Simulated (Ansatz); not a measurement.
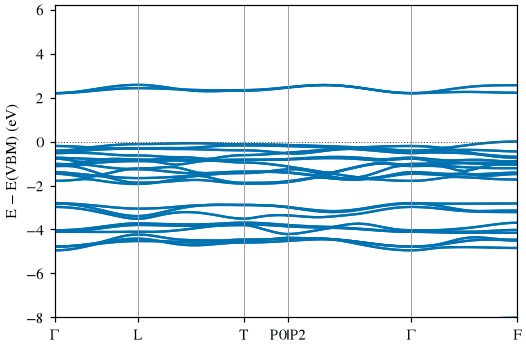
Band structure from DFT-r²SCAN with spin–orbit coupling in the program Ansatz with PAW potentials

Q: Read off the gap and where the band edges lie.

A: About 2.2 eV (2.20 eV by a search for the band edges); maximum at F, minimum at Γ.

The material is BaNiF6 in space group R-3m (No. 166; Ba on 3b, Ni on 3a, F on 18h).

The workflow started from a Materials Project entry (that database holds measured and hypothetical structures alike); the Crystallography Open Database copy checked does not list it. Whether it is the stable phase at ambient conditions was not checked. The r²SCAN relaxation kept the symmetry of its start; whether a distortion lowers the energy is not shown. No spin polarisation was allowed. No Hubbard U is applied.

Potentials: the later of the program's two PAW sets.
